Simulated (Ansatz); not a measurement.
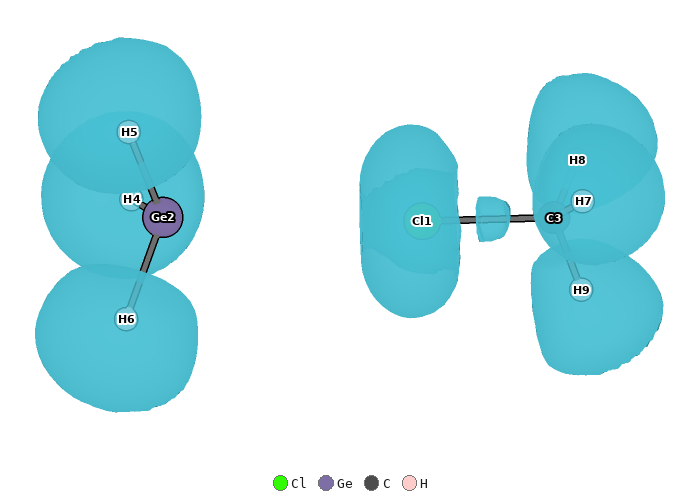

*CH₃Cl···GeH₃ (doublet). Isosurface of the electron localisation function at 0.8 (cyan), seen across its widest extent. Only the valence region is drawn (cores and ρ < 0.01 e/Å³ removed).*

Method: UKS B3LYP-D4/def2-SVP in Ansatz.

```xyz
9

Cl   -0.7075    0.0878   -0.3814
Ge    2.4404   -0.4490    1.0987
C    -2.3280    0.4285   -1.0539
H     2.2174   -0.3735    2.6354
H     3.3966    0.6729    0.6045
H     2.9363   -1.8563    0.6616
H    -2.2188    0.7767   -2.0892
H    -2.8108    1.2049   -0.4465
H    -2.9255   -0.4920   -1.0293
```

Q: Identify the bonds, lone pairs and shells in this picture.

A: The ELF exceeds this value in one region between bonded C–Cl atoms (shared pairs), six regions around hydrogen nuclei and one region wrapped around Cl (its valence shell).

Values along the shortest contacts:
Ge2···Cl1 (3.52 Å): the ELF dips to about 0.05 between them. C–Cl (1.79 Å): the ELF peaks at about 0.90 between the atoms (a covalent bond).
